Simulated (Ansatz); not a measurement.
**SiO (singlet): the correlation ladder, cc-pV(T+d)Z**

How much of the correlation energy of SiO (singlet) does each wave-function method recover here?

The runs use Ansatz 0.2.0, Gaussian basis; cc-pV(T+d)Z, core rule «outside noble gas», up to 6 orbitals frozen.

The runs, in order: UHF; CCSD(T) on RHF; BCCD(T) on RHF; CISD; CCSDT(Q) on RHF; CCSDTQ on RHF; CASSCF and MRCISD+Q, 10 electrons in 8 orbitals; CASSCF and NEVPT2, 10 electrons in 8 orbitals.

10 further runs of the same task are left out: 10 set aside as unsound or not needed.

## (1) The geometry

The geometry is an MP2(full)/6-31G* stationary point (not a proven minimum).

2 atoms, charge 0, spin multiplicity 1.

Atoms are counted from 1 here; the program's logs count them from 0.

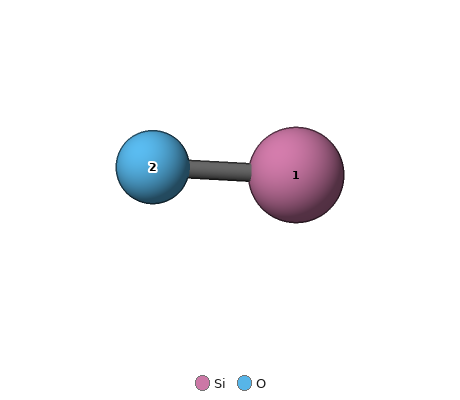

The geometry (silicon pink, oxygen blue); atoms are numbered from 1 in the order of the file.

## (2) UHF

in.yaml reads:

```yaml
crystal:
  periodic: [false, false, false]
  atoms:
    - {symbol: Si, position_ang: [0.000000, 0.000000, 0.000000]}
    - {symbol: O, position_ang: [0.000000, 0.000000, 1.542326]}
basis:
  gaussian: {orbitals: "cc-pV(T+d)Z.json"}
magnetization: {spin_polarized: true, initial_magnetization: 0}
hamiltonian: {xc: hf}
output: {orbitals: {seedname: orbitals}}
```

Launch:

```
ansatz run in.yaml --threads 1 --pin off --events-out ev --progress --plain --max-ram 3956MiB --backend cpu
```

Further steps of the session: CCSD(T) on RHF; BCCD(T) on RHF; CISD; CCSDT(Q) on RHF; CCSDTQ on RHF; CASSCF and MRCISD+Q, 10 electrons in 8 orbitals; CASSCF and NEVPT2, 10 electrons in 8 orbitals.

Q: Predict the results of all the runs planned. Wanted: RCCSDTQ below the RHF energy; RMP2 from RCCSDTQ; RCCSD from RCCSDTQ; RCCSD(T) from RCCSDTQ; RCCSDT(Q) from RCCSDTQ; NEVPT2 valence from RCCSDTQ; MRCISD+Q valence from RCCSDTQ; T1 diagnostic; effectively unpaired electrons.

**Answer**, as computed:

```
                         quantity                       value
     RCCSDTQ below the RHF energy                  -9.8148 eV
                RMP2 from RCCSDTQ                  +563.5 meV
               RCCSD from RCCSDTQ                  +546.9 meV
            RCCSD(T) from RCCSDTQ                   +46.6 meV
           RCCSDT(Q) from RCCSDTQ                   -10.3 meV
      NEVPT2 valence from RCCSDTQ                 +1420.5 meV
    MRCISD+Q valence from RCCSDTQ                  +126.2 meV
levels within 1 kcal/mol (43 meV)  BCCD(T), RCCSDT, RCCSDT(Q)
                    T1 diagnostic                       0.028
   effectively unpaired electrons                        0.04
```

What this shows: RCCSD(T) misses by +46.6 meV, 0.5 % of the correlation energy. One determinant dominates. Of the multireference levels listed MRCISD+Q valence comes nearest in total energy (+126.2 meV), which doesn't show that its space is the better one. These misses are within one basis, not against nature.
